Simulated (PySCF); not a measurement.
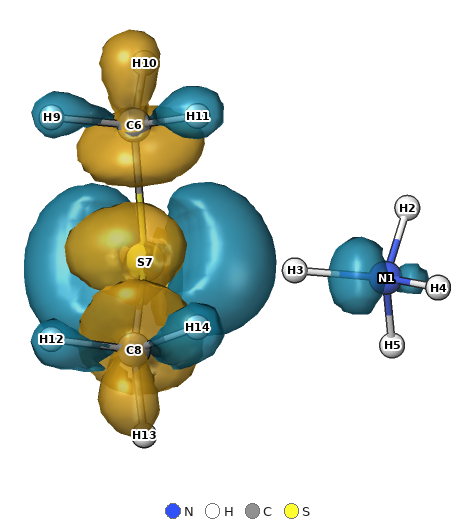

Figure. C2H10NS, charge +1, SMILES `[NH4+].CSC`. Unrelaxed difference density of S₃ less the ground state (TDA singlet states), ±0.03 e/Å³; yellow: gain, teal: loss.

Computed with PySCF, LC-wPBE/def2-SVP, geometry: GFN2-xTB. The pair's geometry is semi-empirical, so its contact may be too short or too long. GFN2-xTB bond lengths at metals and heavier atoms can be off by up to 0.1 Å and shapes distorted, which carries into these values. Without diffuse functions Rydberg states are missing, so the states' numbers hold for this basis only.

Input

```python
import numpy as np
from pyscf import gto, scf, dft, tdscf
from pyscf.scf import atom_ks, atom_hf
from scipy.linalg import block_diag

def solve(mol, dm0=None, hcore=None):
    mf = (dft.UKS if mol.spin else dft.RKS)(mol, xc='lc_wpbe')
    mf.grids.level = 3
    mf = mf.density_fit(auxbasis='def2-universal-jkfit')
    mf.conv_tol, mf.max_cycle = 1e-8, 80
    if hcore is not None:
        mf.get_hcore = lambda *args: hcore
    mf.kernel(dm0)
    if not mf.converged:
        mf = mf.newton().run(mf.mo_coeff, mf.mo_occ, max_cycle=30)
    assert mf.converged, 'SCF not converged'
    return mf

mol = gto.M(atom='''
N     -2.48714     0.00080     0.16172
H     -2.86017    -0.94204     0.03222
H     -1.36386    -0.00038    -0.06621
H     -2.66958     0.31160     1.11785
H     -2.94953     0.63397    -0.49457
C      1.10065    -1.39109     0.36555
S      0.41286     0.00008    -0.58222
C      1.10301     1.39004     0.36543
H      2.18134    -1.37397     0.26302
H      0.71058    -2.30555    -0.06840
H      0.81644    -1.30834     1.40975
H      2.18355     1.37160     0.26174
H      0.71289     2.30478    -0.06779
H      0.82057     1.30777     1.41010
''', basis='def2-svp', charge=1, spin=0, verbose=4)
mf = solve(mol)
td = mf.TDA()
td.nstates, td.singlet, td.conv_tol = 5, True, 1e-5
td.kernel()
td.analyze()
x, y = np.array([p[0] for p in td.xy]), np.array([p[1] + 0 * p[0] for p in td.xy])
f, mu = td.oscillator_strength(), td.transition_dipole()
nto = [td.get_nto(state=i + 1, verbose=4) for i in range(len(td.e))]
# spherically averaged free atoms, for the promolecule
atm = atom_ks.get_atm_nrks(mol, xc='lc_wpbe')
pro = block_diag(*[(atm[a[0]][2] * atm[a[0]][3]) @ atm[a[0]][2].T for a in mol._atom])
np.savez('result.npz', e=td.e, f=f, ok=td.converged, w=[n[0] for n in nto], nto=[n[1] for n in nto], x=x, y=y, c=mf.mo_coeff, occ=mf.mo_occ, eps=mf.mo_energy, pro=pro, mu=mu)
```

Launched as:

```sh
OMP_NUM_THREADS=1 python input.py
```

The run took 5.1 min on 1 thread of Arm Neoverse V1, on a shared host, peak memory 0.65 GiB.

Q: How does the charge move on excitation?

A: 0.65 e is displaced in all, of which about 0.3 e passes between atoms: S7 (0.25 e) loses electrons and C6 and C8 (0.12 e each) gain them. The state: 8.74 eV (142 nm), f = 0.030; the leading pair carries 98 %; hole on S7 (65 %) and C6 and C8 (6 % each), electron on S7 (40 %) and C6 and C8 (19 % each); their centroids lie 0.5 Å apart.
